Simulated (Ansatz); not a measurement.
# InClF2 (SMILES [F][In]([F])[Cl]) at PBE-QIDH/def2-SVP (core potential)

Aim: the electronic atomisation energy of InClF2 at PBE-QIDH/def2-SVP (core potential), from 4 runs. 

Program for the calculation: Ansatz 0.2.0.

54 further runs of the same task are left out: 3 that didn't finish, 51 set aside as unsound or not needed.

**1. The molecule**

InClF2 has 4 atoms, charge 0, and is taken as a singlet. SMILES: `[F][In]([F])[Cl]`. Geometry: relaxed at PBE0-D4/def2-TZVP.

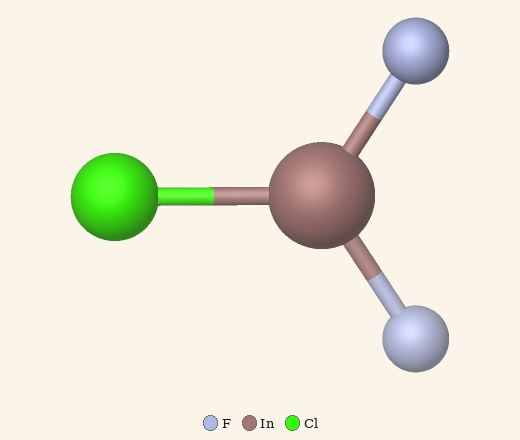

The structure, seen from a chosen angle (fluorine light blue, indium brown, chlorine green).

**2. A single-point energy at PBE-QIDH/def2-SVP (core potential)**

File in.yaml:

```yaml
crystal:
  periodic: [false, false, false]
  atoms:
    - symbol: F
      position_ang: [0.588200, 0.614600, 1.749600]
    - symbol: In
      position_ang: [0.046700, -0.040500, 0.025100]
    - symbol: F
      position_ang: [0.831500, -1.720700, -0.482100]
    - symbol: Cl
      position_ang: [-1.410900, 1.086300, -1.312800]
basis:
  gaussian: {orbitals: def2-SVP}
hamiltonian: {xc: {name: PBE-QIDH}}
correlation: {frozen_orbitals: {Cl: 5, F: 1, In: 4}}
accuracy: high
output: {orbitals: {seedname: orbitals}}
```

Launch:

```console
$ ansatz run in.yaml --threads 1 --pin off --max-ram 3480MiB --events-out events.jsonl --progress --plain --runs-dir runs
```

What it wrote:

```text
Warning: RAYON_NUM_THREADS=1 ignored (pool sized by the plan → 1); use --threads N
Functional definition: PBE-QIDH
  name "PBE-QIDH"
  parameter a = 3^(-1/3)
  parameter c = 1/3
  exchange = (1 - a)*pbe_x + a*exact_x
  correlation = (1 - c)*pbe_c + c*(mp2_os + mp2_ss)
1486 factors; integrals over basis functions are off by at most 3.0e-9 eV
mean field evaluation 1: about -23092.9909 eV, gradient 4.6e1 eV
mean field evaluation 2: about -23093.1063 eV, gradient 4.6e1 eV
mean field evaluation 4: about -23096.8627 eV, gradient 1.7e0 eV
mean field evaluation 8: about -23096.8947 eV, gradient 1.2e-1 eV
mean field evaluation 16: about -23096.8948 eV, gradient 1.3e-4 eV
mean field -23096.89476573 eV, -848.7952270031 hartree, gradient 2.7e-8 eV, S^2 0.000000; 0 other end points of the search recorded, 0 dependent functions left out
11 core orbitals not correlated: weight in the atoms' cores, before any rotation towards them, 1.000 or more for the frozen orbitals, at most 0.000 for the correlated occupied ones
reference -23096.89476712 eV, -848.7952270541 hartree; 17, 17 occupied and 44, 44 virtual orbitals, 1486 factors
second order -18.07662465 eV of doubles, -0.00000000 eV of singles
Total energy: -23102.92030867 eV, -849.0166616218 hartree
```

Wall time 7.5 s (1 thread of Arm Neoverse V2, shared host); peak memory 0.22 GiB.

**3. The Cl atom, same level**

File run.yaml:

```yaml
basis:
  gaussian: {orbitals: def2-SVP}
crystal:
  periodic: [false, false, false]
  atoms:
    - {symbol: Cl, position_ang: [0.000000, 0.000000, 0.000000]}
magnetization: {spin_polarized: true, initial_magnetization: 1}
correlation: {frozen_orbitals: {Cl: 5}}
accuracy: high
hamiltonian: {xc: {name: PBE-QIDH}}
```

Run the same way, it converges to -459.73865 Eh (log not shown).

**4. The F atom at the same level**

File in.yaml:

```yaml
crystal:
  periodic: [false, false, false]
  atoms:
    - {symbol: F, position_ang: [0.000000, 0.000000, 0.000000]}
basis:
  gaussian:
    orbitals: def2-SVP
magnetization:
  spin_polarized: true
  initial_magnetization: 1
hamiltonian:
  xc: {name: PBE-QIDH}
correlation:
  frozen_orbitals: {F: 1}
accuracy: high
```

Launch:

```console
$ ansatz run in.yaml --threads 1 --pin off --max-ram 3480MiB --events-out events.jsonl --progress --plain --runs-dir runs
```

What it wrote, shortened:

```text
Warning: RAYON_NUM_THREADS=1 ignored (pool sized by the plan → 1); use --threads N
Functional definition: PBE-QIDH
  name "PBE-QIDH"
[...]
95 factors; integrals over basis functions are off by at most 1.3e-9 eV
[...]
mean field -2706.66164821 eV, -99.4679809304 hartree, gradient 3.0e-9 eV, S^2 0.751713; 0 other end points of the search recorded, 0 dependent functions left out
1 core orbitals not correlated: weight in the atoms' cores, before any rotation towards them, 1.000 or more for the frozen orbitals, at most 0.000 for the correlated occupied ones
reference -2706.66164835 eV, -99.4679809357 hartree; 4, 3 occupied and 9, 10 virtual orbitals, 95 factors
second order -4.11596452 eV of doubles, -0.00000000 eV of singles
Total energy: -2708.03363652 eV, -99.5184005711 hartree
```

It took 0.28 s on 1 thread of Arm Neoverse V2, shared host.

**5. The In atom**

File in.yaml:

```yaml
basis:
  gaussian:
    orbitals: def2-SVP
crystal:
  periodic: [false, false, false]
  atoms:
    - symbol: In
      position_ang: [0.000000, 0.000000, 0.000000]
correlation:
  frozen_orbitals: {In: 4}
hamiltonian:
  xc: {name: PBE-QIDH}
magnetization:
  spin_polarized: true
  initial_magnetization: 1
accuracy: high
```

Run the same way, it converges to -189.82674 Eh (log not shown).

**6. Results**

Level: PBE-QIDH/def2-SVP (core potential), 11 core orbitals frozen.

| quantity | value |
| --- | --- |
| molecule: total energy | -849.01666 Eh |
| molecule: HOMO energy (SCF part's orbitals) | -12.13 eV |
| molecule: LUMO energy (SCF part's orbitals) | -1.16 eV |
| molecule: HOMO–LUMO gap (SCF part's orbitals) | 10.98 eV |
| Cl atom: total energy | -459.73865 Eh |
| Cl atom: ⟨S²⟩ | 0.754 |
| F atom: total energy | -99.51840 Eh |
| F atom: ⟨S²⟩ | 0.752 |
| In atom: total energy | -189.82674 Eh |
| In atom: ⟨S²⟩ | 0.755 |
| electronic atomisation energy | 11.278 eV |

In words: Taking the molecule apart into free atoms costs 11.28 eV (260 kcal/mol), before zero-point energy and without spin-orbit coupling.
